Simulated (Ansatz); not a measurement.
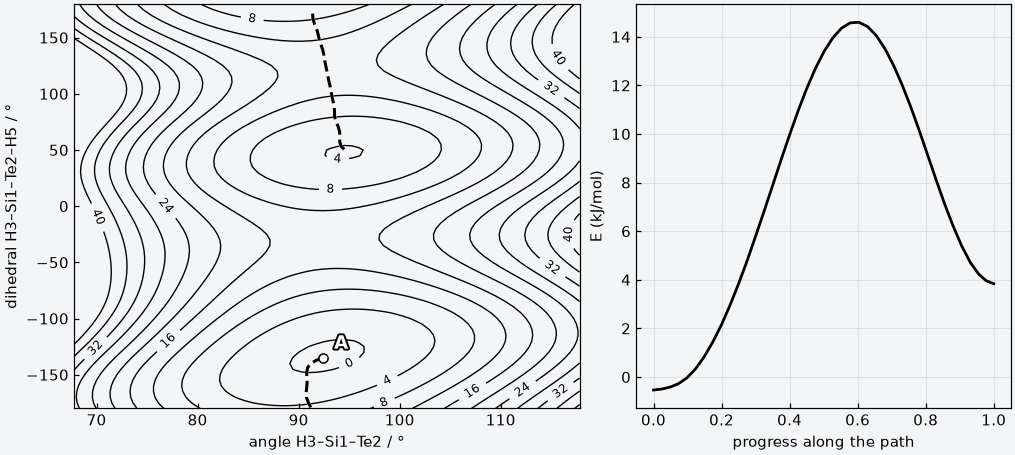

H₃SiTe, SMILES [SiH2-][TeH], charge −1. The first coordinate is: angle H3–Si1–Te2; the second: dihedral H3–Si1–Te2–H5. Nothing is relaxed (all other coordinates rigid). Grid: 13 × 12 points. Points are written as (first, second). All energies are given in kJ/mol relative to the lowest grid point. Method: RKS B3LYP-D4/def2-TZVPD (Ansatz 0.2.0).

In the figure: contour lines labelled in kJ/mol (none above 40), a line along the lowest path, the energy along the path at the right, the start A. Between grid points the surface is interpolated.

**Describe the path and its barrier.**

The easiest path leads from the well at about (92°, −135°) to the well at about (95°, 50°), about 4.4 kJ/mol higher. Its highest point lies about 15 kJ/mol above the bottom of the first well on the interpolated surface, at (92.8°, 120°). Seen from the upper well the barrier is about 11 kJ/mol. The start is the relaxed structure and all else is held, so a fully relaxed path at this level can only be lower.
